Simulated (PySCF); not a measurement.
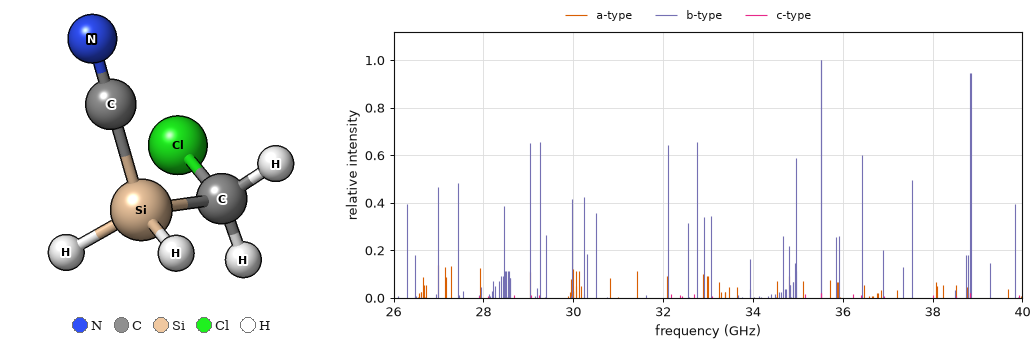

C₂H₄ClNSi, SMILES N#C[SiH2]CCl. Simulated rotational absorption lines between 26 and 40 GHz at 3 K: rigid rotor with the equilibrium constants and dipole of one optimised conformer (PBE0-D3(BJ)/def2-SVP, PySCF), commonest isotopes; no centrifugal distortion, hyperfine structure, internal rotation or nuclear-spin weights; lines within 1 MHz of each other are summed. Lines of different type are drawn apart.

Question: What are the rotational constants, and what kind of rotor is it?

Answer: Rotational constants A, B, C = 4.838, 1.857, 1.446 GHz; Ray's κ = −0.76, an asymmetric top on the prolate side.

Question: Assign the strongest lines, as J(Ka,Kc).

Answer:
```
  GHz   upper   lower  type  relative intensity
35.52  4(4,0)  3(3,1)     b                1.00
35.52  4(4,1)  3(3,0)     b                1.00
38.84  5(4,1)  4(3,2)     b                0.95
38.83  5(4,2)  4(3,1)     b                0.95
```

Known limits of this run: coarse grid, loose stop and no frequency check, small forces are noise and the end may be a saddle.
